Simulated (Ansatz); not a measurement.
Rh, pressure series

Consider Rh in the fcc (Cu type) structure (space group Fm-3m, No. 225; a = 3.780 Å).

Cell and atoms are relaxed at each pressure.

Computed with DFT with PBEsol, PAW potentials and a 420 eV plane-wave cutoff in Ansatz (a quantum-chemistry and plane-wave program), no SOC.

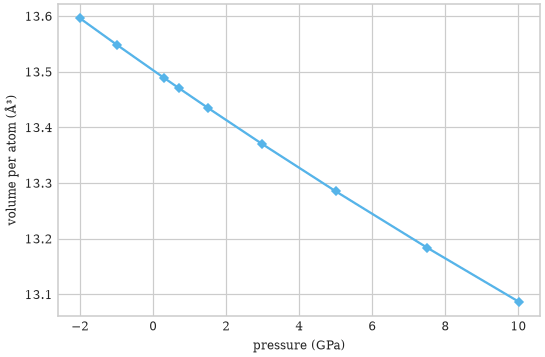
Fig. 1. Volume against pressure

**Question.** Estimate the zero-pressure bulk modulus from the plot.

**Answer.** About 300 GPa; a third-order Birch–Murnaghan fit to the points gives V₀ = 13.50 Å³/atom, B₀ = 296 GPa and B₀′ = 5.1.

Measured bulk modulus of Rh: 271 GPa (static lattice; corrected from measurement; as listed in H. Levämäki et al., Physical Review B (2014)); the computed value is 9 % above it.

Load acts through the strain it causes; cell and atoms are relaxed under it. Stability against distortions was not tested. No other phases were tried under pressure. All final runs are without spin polarisation.
